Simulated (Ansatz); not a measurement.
## Nudged elastic band of CH₉FOSi₂

CH₉FOSi₂, set up with RKS B3LYP/def2-SVP (Ansatz 0.2.0).

One setting was made poor on purpose. It belongs to a series of runs on one base structure; here: an input spoilt on purpose.

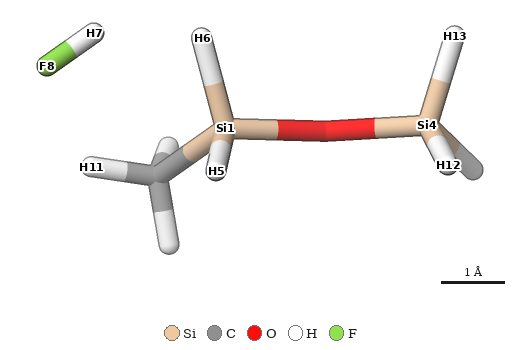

The starting structure (stick view, seen at a tilt; atoms are numbered from 1 in the order of the input).

The input:
```yaml
crystal:
  periodic: [false, false, false]
  atoms:
    - { symbol: Si, position_ang: [0.340077, 0.241968, 0.231515] }
    - { symbol: C, position_ang: [0.936725, -1.252484, 1.177264] }
    - { symbol: O, position_ang: [-0.731782, -0.208147, -0.953992] }
    - { symbol: Si, position_ang: [-1.594512, 0.064485, -2.343495] }
    - { symbol: H, position_ang: [1.46539, 1.006031, -0.376034] }
    - { symbol: H, position_ang: [-0.386165, 1.166989, 1.174578] }
    - { symbol: H, position_ang: [0.745231, 1.659825, 2.47319] }
    - { symbol: F, position_ang: [1.618283, 1.555388, 2.779973] }
    - { symbol: H, position_ang: [0.088393, -1.83927, 1.564484] }
    - { symbol: H, position_ang: [1.552688, -1.911015, 0.544725] }
    - { symbol: H, position_ang: [1.544408, -0.907579, 2.028741] }
    - { symbol: H, position_ang: [-0.774779, 0.833392, -3.32585] }
    - { symbol: H, position_ang: [-2.832871, 0.837811, -2.037462] }
    - { symbol: H, position_ang: [-1.971187, -1.247293, -2.937539] }
basis:
  gaussian: { orbitals: def2-SVP }
hamiltonian:
  xc: b3lyp
neb:
  order_check: false
  images: 7
  f_tol: 0.05
  max_iterations: 8
  initial_path: linear
  final_atoms:
    - { symbol: Si, position_ang: [0.340077, 0.241968, 0.231515] }
    - { symbol: C, position_ang: [0.936725, -1.252484, 1.177264] }
    - { symbol: O, position_ang: [-0.731782, -0.208147, -0.953992] }
    - { symbol: Si, position_ang: [-1.594512, 0.064485, -2.343495] }
    - { symbol: H, position_ang: [1.46539, 1.006031, -0.376034] }
    - { symbol: H, position_ang: [-0.386165, 1.166989, 1.174578] }
    - { symbol: H, position_ang: [0.745231, 1.659825, 2.47319] }
    - { symbol: F, position_ang: [1.618283, 1.555388, 2.779973] }
    - { symbol: H, position_ang: [0.088393, -1.83927, 1.564484] }
    - { symbol: H, position_ang: [1.552688, -1.911015, 0.544725] }
    - { symbol: H, position_ang: [1.544408, -0.907579, 2.028741] }
    - { symbol: H, position_ang: [-0.774779, 0.833392, -3.32585] }
    - { symbol: H, position_ang: [-2.832871, 0.837811, -2.037462] }
    - { symbol: H, position_ang: [-1.971187, -1.247293, -2.937539] }
```

Hardware: 4 threads of Arm Neoverse N1, 16 GiB of memory available, shared host.

Launch command:
```bash
ansatz run input.yaml --threads 4 --pin off --max-ram 5120MiB --backend cpu --events-out ev --progress --plain --runs-dir out
```

The program's output:
```
Error: invalid value for `neb.final_atoms`: is identical to crystal.atoms — the two endpoints must differ for a path to exist
```

Outcome:

| quantity | value |
| --- | --- |
| outcome | refused by the program |

Diagnosis:

The program refused the input: “invalid value for `neb.final_atoms`: is identical to crystal.atoms — the two endpoints must differ for a path to exist” A deliberately poor setting: bad input.
